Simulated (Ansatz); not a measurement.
**H5Si3 (SMILES [SiH]1[SiH2][SiH2]1) (doublet): density, localisation and related maps**

Input

```
crystal:
  periodic: [false, false, false]
  atoms:
    - symbol: Si
      position_ang: [-1.729646, 0.331902, -1.288541]
    - symbol: Si
      position_ang: [0.093056, -1.039050, -1.692416]
    - symbol: Si
      position_ang: [-0.161872, 0.097186, 0.400200]
    - symbol: H
      position_ang: [-2.806617, -0.648009, -0.887737]
    - symbol: H
      position_ang: [-0.026702, -2.517299, -1.856414]
    - symbol: H
      position_ang: [1.284215, -0.495859, -2.408337]
    - symbol: H
      position_ang: [0.924140, 1.109645, 0.548510]
    - symbol: H
      position_ang: [-0.458775, -0.591596, 1.690123]
basis:
  gaussian:
    orbitals: def2-TZVPD
output: {forces: true, orbitals: {seedname: orbitals}}
magnetization:
  spin_polarized: true
  initial_magnetization: 1
hamiltonian:
  xc: pbe0
```

Command:

```sh
ansatz run input.yaml --threads 1 --pin off --max-ram 2610MiB --events-out events.jsonl --progress --plain --runs-dir runs
```

Geometry: PBE0-D3(BJ)/def2-SVP.

Theory: Ansatz 0.2.0, isolated molecule in a Gaussian basis; Kohn-Sham density functional theory, functional PBE0.

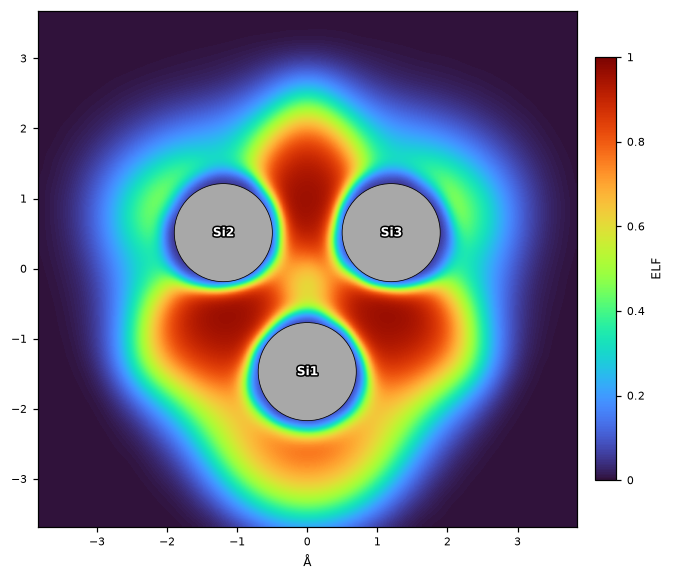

Figure 1. Electron localisation function on the plane of atoms Si1, Si2 and Si3. Grey discs cover the atomic cores.

Q: Read the bonding off the picture.

A:
- The section cuts through Si sites.
- Si–Si (2.32 Å): the ELF peaks at about 0.90 between the atoms: localised, covalent bonding.
- Si–Si (2.39 Å): the ELF peaks at about 0.90 between the atoms (localised, covalent bonding).

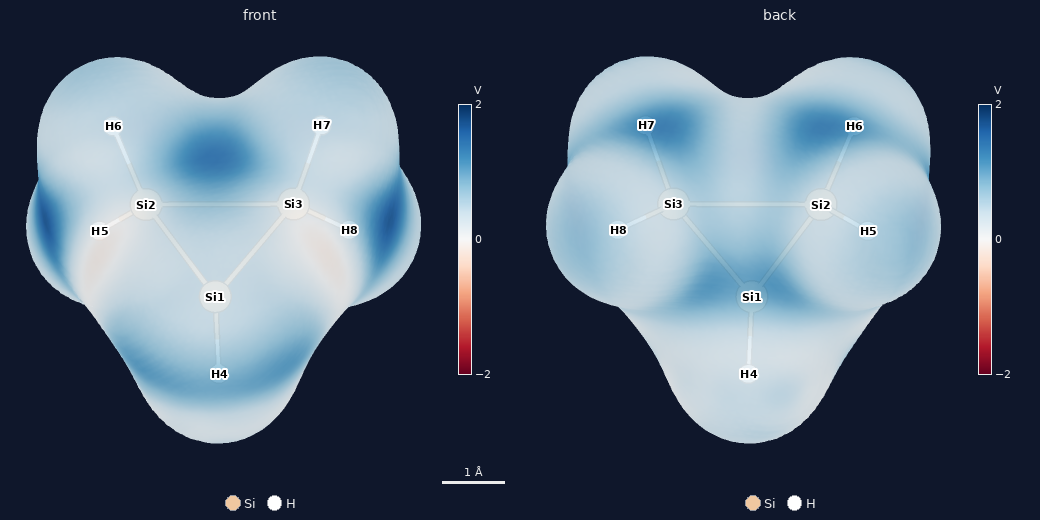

Figure 2. The molecular electrostatic potential painted on the density surface at 0.004 e/bohr³, seen from the front and from behind; red is negative and blue positive.

Q: Where is the surface potential most negative and most positive?

A: The most negative region (about −0.1 V) lies over H7, the most positive (about +1.7 V, or +39 kcal/mol for a unit charge) over Si2 and Si3.

Q: How polar is the molecule by this calculation?

A: Its dipole moment is 0.38 D.

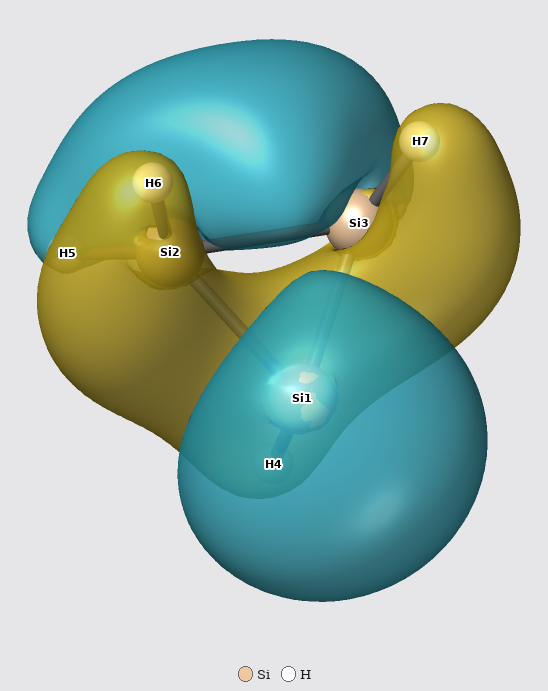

Figure 3. The LUMO (β) at ±0.05 Å⁻³ᐟ² (yellow and cyan are the two phases), seen at a tilt.

Q: Where does this orbital lie, and at what energy?

A: Its weight (Hirshfeld) is mainly on Si1 (about 50 %), Si2 (about 20 %) and Si3 (about 20 %). Its energy is −3.44 eV.

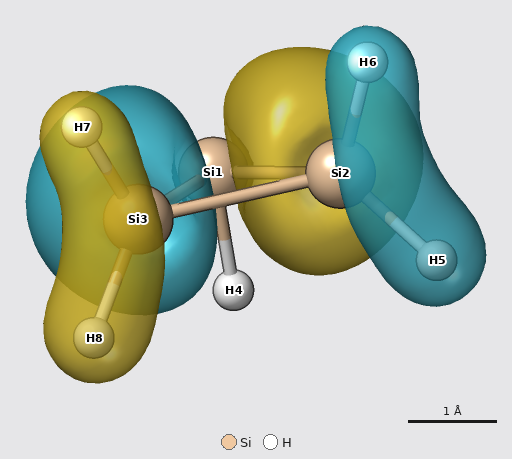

Figure 4. The HOMO−1 (α) at ±0.1 Å⁻³ᐟ² (yellow and cyan are the two phases), seen at an oblique angle.

Q: What is the character of this orbital?

A: It lies mainly on Si1 (about 40 %), Si2 (about 25 %) and Si3 (about 25 %). Its energy is −7.28 eV.
